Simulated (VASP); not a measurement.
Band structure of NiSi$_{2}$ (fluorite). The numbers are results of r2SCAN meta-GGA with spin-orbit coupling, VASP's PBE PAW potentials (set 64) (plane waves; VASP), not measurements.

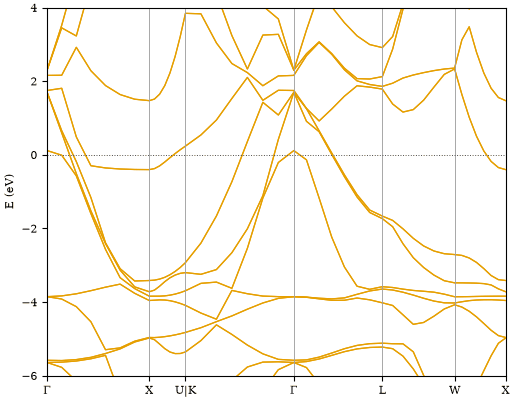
*Bands along high-symmetry lines, zero at the valence-band maximum or, without a gap, the Fermi level*

Q: Read the plot: is there a gap, and where are the band edges?

A: It has no gap at this level: it comes out as a metal or semimetal.

The compound is NiSi2 in the fluorite structure. It was relaxed first.
